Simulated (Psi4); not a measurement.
# CH3BF3Ge+ (SMILES [CH3][Ge+]([F])[B](F)F) at DSD-PBEP86/def2-SVP (density fitting for correlation)

Aim: the vertical ionisation energy of CH3BF3Ge+ at DSD-PBEP86/def2-SVP (density fitting for correlation), from 2 runs. 

The calculation is run with Psi4 1.11.

6 further runs of the same task are left out: 4 that didn't finish, 2 set aside as unsound or not needed.

### Step 1. The structure to begin with

CH3BF3Ge+ has 9 atoms, charge +1, and is taken as a singlet. SMILES: `[CH3][Ge+]([F])[B](F)F`. The shape comes from GFN2-xTB, which is rough for such elements, and wasn't checked as a minimum.

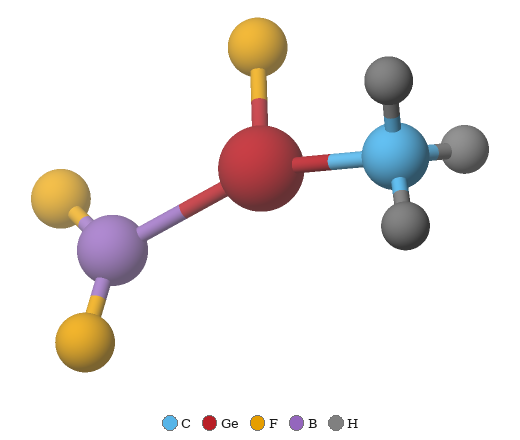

Viewed from a chosen angle; carbon blue, germanium red, fluorine amber, boron purple, hydrogen grey.

### Step 2. The energy at DSD-PBEP86/def2-SVP (density fitting for correlation)

ch3bf3ge.py reads:

```python
import psi4

psi4.set_memory('1600 MB')
psi4.set_num_threads(1)
psi4.core.set_output_file('psi4.out', False)

mol = psi4.geometry("""
1 1
C     -3.45360677    -0.43960699    -0.03730319
Ge     0.24186605     0.38240498    -0.00111494
F      0.31220165     3.64947689    -0.03805908
B      4.35228493    -0.53048392     0.05514221
F      5.82799096     1.36948452     0.16453845
F      5.05802205    -2.83570413    -0.02403732
H     -3.78566945    -2.47353811    -0.14172946
H     -4.27820767     0.53033274    -1.67267218
H     -4.27488175     0.34761512     1.69521661
units bohr
symmetry c1
no_reorient
no_com
""")

options = {'basis': 'def2-SVP', 'puream': True, 'e_convergence': 1e-09, 'd_convergence': 1e-08, 'scf_type': 'pk', 'dft_radial_points': 99, 'dft_spherical_points': 590, 'num_frozen_docc': 14}
psi4.set_options(options)

e, wfn = psi4.energy('DSD-PBEP86', return_wfn=True)
print('E =', round(e, 9))
for k, v in sorted(psi4.core.scalar_variables().items()):
    print(f'{k:45s} {v:18.10f}')
```

Launch:

```
$ python ch3bf3ge.py
```

psi4.out, shortened:

```text
[...]
  Running in c1 symmetry.
[...]
  Nuclear repulsion =  431.116058502685007
[...]
  Multiplicity = 1
[...]
  Nalpha       = 36
  Nbeta        = 36
[...]
    Number of basis functions: 117
[...]
   @RKS iter   1: -2437.67394222721032   -3.56783e+00   1.79968e-02 DIIS/ADIIS
[...]
   @RKS iter  12: -2438.62299461313978    1.36424e-12   8.10476e-09 DIIS
[...]
    Orbital Energies [Eh]
    ---------------------
    Doubly Occupied:
       1A   -403.237318     2A    -51.608569     3A    -45.855447
       4A    -45.852519     5A    -45.850917     6A    -25.969076
       7A    -25.968447     8A    -25.914545     9A    -11.100316
      10A     -7.676813    11A     -7.159455    12A     -5.209065
      13A     -5.201458    14A     -5.195667    15A     -1.808576
      16A     -1.800333    17A     -1.793943    18A     -1.791798
      19A     -1.787745    20A     -1.714189    21A     -1.688849
      22A     -1.590923    23A     -1.080464    24A     -0.956259
      25A     -0.916115    26A     -0.906015    27A     -0.863240
      28A     -0.850041    29A     -0.801439    30A     -0.798176
      31A     -0.770540    32A     -0.761791    33A     -0.737068
      34A     -0.728029    35A     -0.714216    36A     -0.619994
[...]
  @RKS Final Energy: -2438.62299461313978
   => Energetics <=
    Nuclear Repulsion Energy =            431.1160585026850072
    One-Electron Energy =               -4240.7439917187220999
    Two-Electron Energy =                1405.2727218190282201
    DFT Exchange-Correlation Energy =     -34.2677832161312494
    Empirical Dispersion Energy =           0.0000000000000000
    VV10 Nonlocal Energy =                  0.0000000000000000
    Total Energy =                      -2438.6229946131402357
[...]
 Multipole Moments:
 ------------------------------------------------------------------------------------
     Multipole            Electronic (a.u.)      Nuclear  (a.u.)        Total (a.u.)
 ------------------------------------------------------------------------------------
 L = 1.  Multiply by 2.5417464519 to convert [e a0] to [Debye]
 Dipole X            :        -97.2511576           97.2246707           -0.0264869
 Dipole Y            :        -25.8367781           25.0006231           -0.8361550
 Dipole Z            :         -0.8061433            0.8190072            0.0128639
 Magnitude           :                                                    0.8366733
[...]
```

On the terminal:

```text
E = -2439.134452689
CURRENT ENERGY                                  -2439.1344526887
CURRENT REFERENCE ENERGY                        -2438.6229946131
DD SOLVATION ENERGY                                 0.0000000000
DFT FUNCTIONAL TOTAL ENERGY                     -2438.6229946131
DFT TOTAL ENERGY                                -2439.1344526887
DFT VV10 ENERGY                                     0.0000000000
DFT XC ENERGY                                     -34.2677832161
DOUBLE-HYBRID CORRECTION ENERGY                    -0.5114580756
DSD-PBEP86 DOUBLE-HYBRID CORRECTION ENERGY         -0.5114580756
DSD-PBEP86 TOTAL ENERGY                         -2439.1344526887
GRID ELECTRONS ALPHA                               35.9999998218
GRID ELECTRONS BETA                                35.9999998218
GRID ELECTRONS TOTAL                               71.9999996435
NUCLEAR REPULSION ENERGY                          431.1160585027
ONE-ELECTRON ENERGY                             -4240.7439917187
PCM POLARIZATION ENERGY                             0.0000000000
PE ENERGY                                           0.0000000000
SCF ITERATION ENERGY                            -2438.6229946131
SCF ITERATIONS                                     12.0000000000
SCF TOTAL ENERGY                                -2438.6229946131
TWO-ELECTRON ENERGY                              1405.2727218190
XC GRID RADIAL POINTS                              99.0000000000
XC GRID SPHERICAL POINTS                          590.0000000000
XC GRID TOTAL POINTS                           499208.0000000000
```

Wall time 20 s (1 thread of AMD EPYC 9R14 (Zen 4), shared host); peak memory 0.72 GiB.

### Step 3. Doublet [CH3BF3Ge]2+ at the same level

ch3bf3ge.json reads:

```json
{
 "schema_name": "qcschema_input",
 "schema_version": 1,
 "molecule": {
  "schema_name": "qcschema_molecule",
  "schema_version": 2,
  "symbols": ["C", "Ge", "F", "B", "F", "F", "H", "H", "H"],
  "geometry": [-3.45360677, -0.43960699, -0.03730319, 0.24186605, 0.38240498, -0.00111494, 0.31220165, 3.64947689, -0.03805908, 4.35228493, -0.53048392, 0.05514221, 5.82799096, 1.36948452, 0.16453845, 5.05802205, -2.83570413, -0.02403732, -3.78566945, -2.47353811, -0.14172946, -4.27820767, 0.53033274, -1.67267218, -4.27488175, 0.34761512, 1.69521661],
  "molecular_charge": 2,
  "molecular_multiplicity": 2,
  "fix_symmetry": "c1",
  "fix_com": true,
  "fix_orientation": true
 },
 "driver": "energy",
 "model": {
  "method": "dsd-pbep86",
  "basis": "def2-SVP"
 },
 "keywords": {
  "reference": "uks",
  "puream": true,
  "e_convergence": 1e-09,
  "d_convergence": 1e-08,
  "scf_type": "pk",
  "dft_radial_points": 99,
  "dft_spherical_points": 590,
  "num_frozen_docc": 14,
  "maxiter": 100
 }
}
```

Launch:

```
$ psi4 --qcschema ch3bf3ge.json -n 1 --memory 1600MB
```

stdout, shortened:

```text
[...]
  Running in c1 symmetry.
[...]
  Nuclear repulsion =  431.116058502685007
[...]
  Multiplicity = 2
[...]
  Nalpha       = 36
  Nbeta        = 35
[...]
    Number of basis functions: 117
[...]
   @UKS iter   1: -2437.07805769517608   -2.97194e+00   1.78078e-02 ADIIS/DIIS
[...]
   @UKS iter  20: -2437.99416353235392   -2.27374e-12   6.35723e-09 DIIS
[...]
   @S^2 Observed:                7.890971083E-01
[...]
  @UKS Final Energy: -2437.99416353235392
   => Energetics <=
    Nuclear Repulsion Energy =            431.1160585026850072
    One-Electron Energy =               -4222.6092930519098445
    Two-Electron Energy =                1387.6494413270693258
    DFT Exchange-Correlation Energy =     -34.1503703101982836
    Empirical Dispersion Energy =           0.0000000000000000
    VV10 Nonlocal Energy =                  0.0000000000000000
    Total Energy =                      -2437.9941635323539231
[...]
 Multipole Moments:
 ------------------------------------------------------------------------------------
     Multipole            Electronic (a.u.)      Nuclear  (a.u.)        Total (a.u.)
 ------------------------------------------------------------------------------------
 L = 1.  Multiply by 2.5417464519 to convert [e a0] to [Debye]
 Dipole X            :        -97.1258874           97.2246707            0.0987833
 Dipole Y            :        -25.8151693           25.0006231           -0.8145463
 Dipole Z            :         -0.8050953            0.8190072            0.0139119
 Magnitude           :                                                    0.8206322
[...]
```

The result, in JSON:

```text
{
 "driver": "energy",
 "model": {
  "method": "dsd-pbep86",
  "basis": "def2-SVP"
 },
 "success": true,
 "return_result": -2438.5040831632386,
 "properties": {
  "calcinfo_nbasis": 117,
  "calcinfo_nmo": 117,
  "calcinfo_nalpha": 36,
  "calcinfo_nbeta": 35,
  "calcinfo_natom": 9,
  "nuclear_repulsion_energy": 431.116058502685,
  "return_energy": -2438.5040831632386,
  "scf_one_electron_energy": -4222.60929305191,
  "scf_two_electron_energy": 1387.6494413270693,
  "scf_xc_energy": -34.150370310198284,
  "scf_dipole_moment": [0.09878330040656635, -0.8145462532113648, 0.013911903160995776],
  "scf_total_energy": -2437.994163532354,
  "scf_iterations": 20
 }
}
```

Wall time 39 s (1 thread of AMD EPYC 9R14 (Zen 4), shared host); peak memory 0.72 GiB.

### Step 4. Outcome

At DSD-PBEP86/def2-SVP (density fitting for correlation), 14 core orbitals frozen:

| quantity | value |
| --- | --- |
| singlet CH3BF3Ge+: total energy | -2439.13445 Eh |
| singlet CH3BF3Ge+: HOMO energy (SCF part's orbitals) | -16.87 eV |
| singlet CH3BF3Ge+: LUMO energy (SCF part's orbitals) | -7.22 eV |
| singlet CH3BF3Ge+: HOMO–LUMO gap (SCF part's orbitals) | 9.65 eV |
| doublet [CH3BF3Ge]2+: total energy | -2438.50408 Eh |
| doublet [CH3BF3Ge]2+: HOMO energy (SCF part's orbitals) (highest over α and β) | -24.66 eV |
| doublet [CH3BF3Ge]2+: LUMO energy (SCF part's orbitals) (lowest over α and β) | -17.34 eV |
| doublet [CH3BF3Ge]2+: ⟨S²⟩ | 0.789 |
| vertical ionisation energy (to the doublet dication) | 17.153 eV |

What this shows: Removing an electron at fixed nuclei costs 17.15 eV (1655 kJ/mol). The negative HOMO energy of the first species, 16.87 eV, lies 0.28 eV below that difference.
